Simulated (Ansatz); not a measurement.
```csv
atom,x (Å),y (Å),z (Å)
Ni,0.0209,0.0003,-0.0259
H,1.4431,-0.1395,0.4686
As,0.0259,2.1953,0.0229
H,-0.9946,2.8717,0.9125
H,-0.3326,2.9327,-1.2490
H,1.2041,3.0716,0.4087
H,-1.4066,0.1410,-0.5064
As,-0.0166,-2.1950,-0.0413
H,-1.1429,-3.0517,-0.5906
H,0.0831,-2.8788,1.3053
H,1.1162,-2.9476,-0.7049
```

Geometry: PBE0-D4/def2-SVP.

These are results of Ansatz, RKS PBE0-D4/def2-TZVP, not measurements.

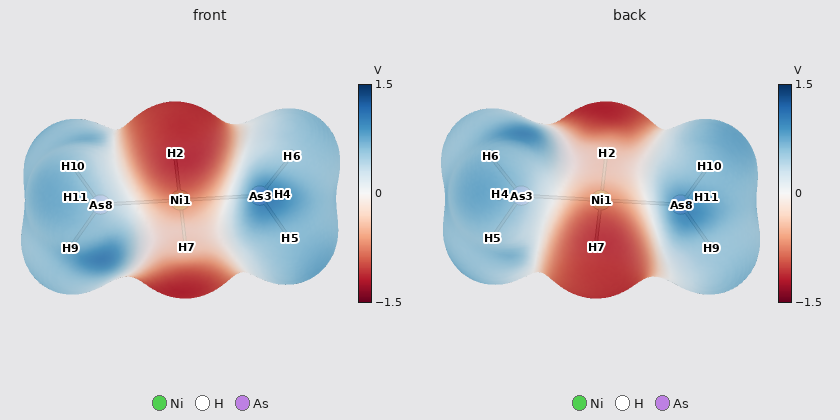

As$_{2}$H$_{8}$Ni. The molecular electrostatic potential painted on the density surface at 0.002 e/bohr³, seen from the front and from behind; the colour scale runs from red (negative) to blue (positive).

### Where is the surface potential most negative and most positive?

The most negative region (about −1.2 V, or −28 kcal/mol for a unit charge) lies over H2 and H7, the most positive (about +1.0 V, or +23 kcal/mol for a unit charge) over As3 and As8.
